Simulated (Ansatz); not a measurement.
ClH3NSi2 (SMILES [Si]=[NH+][SiH2]Cl) (charge +1)

| atom | x (Å) | y (Å) | z (Å) |
| --- | --- | --- | --- |
| Cl | 1.1332 | -1.2637 | -1.8320 |
| N | -1.3585 | 0.2855 | -0.7761 |
| Si | -2.1786 | 1.5758 | -1.4252 |
| Si | -0.8916 | -1.2771 | -1.6431 |
| H | -1.0201 | 0.3099 | 0.1970 |
| H | -1.3782 | -2.3643 | -0.7752 |
| H | -1.5863 | -1.1395 | -2.9418 |

Geometry: B3LYP-D3(BJ)/def2-SVP.

These are results of Ansatz, isolated molecule in a Gaussian basis; Kohn-Sham density functional theory, functional PBE0, not measurements.

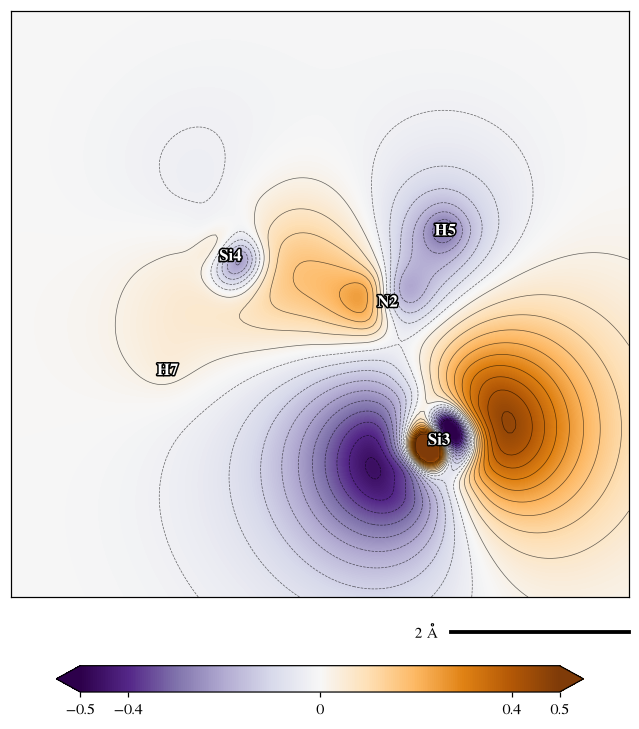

Figure 1. One frontier orbital on the plane of atoms Si3, N2 and H5 (values in Å⁻³ᐟ²; the overall sign is arbitrary).

Which orbital is it: HOMO or LUMO?

Answer. The LUMO, at −8.65 eV. By Hirshfeld shares it lies mainly on Si3 (about 85 %) and N2 (about 5 %).

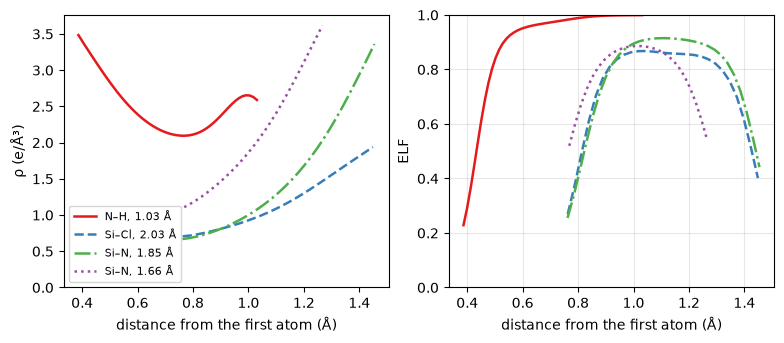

Figure 2. Electron density and ELF along straight lines between neighbouring atoms. The curves leave out the atomic cores.

What kind of bonding do the profiles show?

Answer. N–H (1.03 Å): ρ is about 2.8 e/Å³ halfway; the ELF climbs to about 1 towards the hydrogen, as it does in any bond to H (an ordinary covalent bond to hydrogen).
Si–Cl (2.03 Å): ρ at the midpoint is about 0.95 e/Å³; the ELF peaks at about 0.85 between the atoms; a polar covalent bond.
Si–N (1.85 Å): the density is about 0.85 e/Å³ at the midpoint; the ELF peaks at about 0.90 between the atoms, as expected for a shared but strongly polarised pair.
Si–N (1.66 Å): ρ at the midpoint is about 1.3 e/Å³; the ELF peaks at about 0.90 between the atoms (a polar covalent bond).

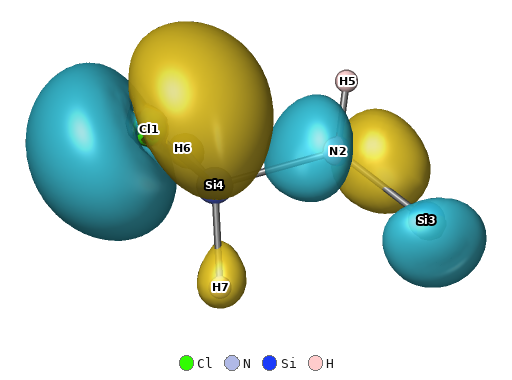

Figure 3. The HOMO−1 at ±0.08 Å⁻³ᐟ² (yellow and cyan are the two phases), seen across its widest extent.

What is the character of this orbital?

Answer. Its weight (Hirshfeld) is mainly on Cl1 (about 80 %) and N2 (about 5 %); largely a lone pair of Cl1. Its energy is −13.66 eV.
